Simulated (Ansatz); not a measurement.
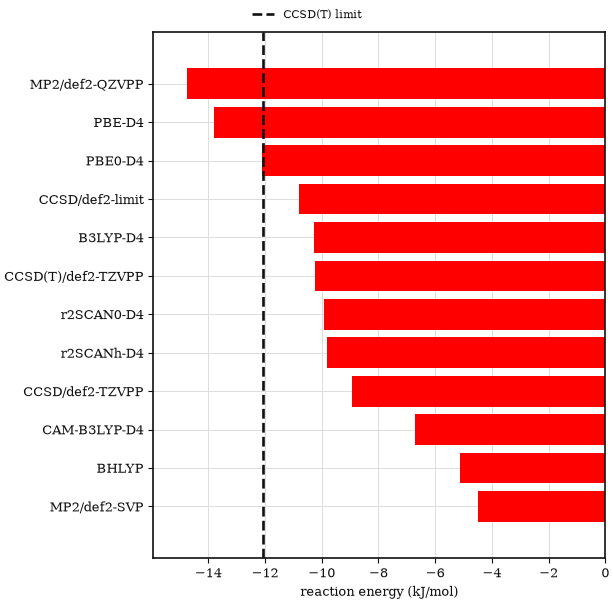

Electronic reaction energy of InCl₂F ([F][In]([Cl])[Cl]) + H₂Se ([SeH2]) → InHSeClF ([F][In]([Cl])[SeH]) + HCl (Cl) (SMILES in brackets) at several levels (functionals in def2-TZVPP unless a basis is named), isolated molecules at PBE0-D4 triple-zeta geometries, minima by their frequencies, no zero-point or thermal terms, the Ansatz code. The line is frozen-core CCSD(T) at the basis limit (MP2 extrapolated from triple and quadruple zeta, plus CCSD(T) less MP2 in a smaller set). No dispersion term is added to BHLYP. The distance of MP2/def2-QZVPP, CCSD(T)/def2-TZVPP, CCSD/def2-TZVPP and MP2/def2-SVP to the limit includes basis error. Core potentials past Kr.

Q: What range do the values span, the line included?

A: From −14.8 kJ/mol (MP2/def2-QZVPP) to −4.5 kJ/mol (MP2/def2-SVP).

Q: Which level comes closest to the line (CCSD(T) limit), and which misses most?

A: Closest PBE0-D4 (−12.1 kJ/mol), against −12.1 kJ/mol; farthest MP2/def2-SVP (−4.5 kJ/mol).

Note: no scalar relativity up to krypton; outer-core shells are correlated without core-valence functions, which makes the correlated values less sure; spin-orbit coupling is left out, and with In it can shift these values.
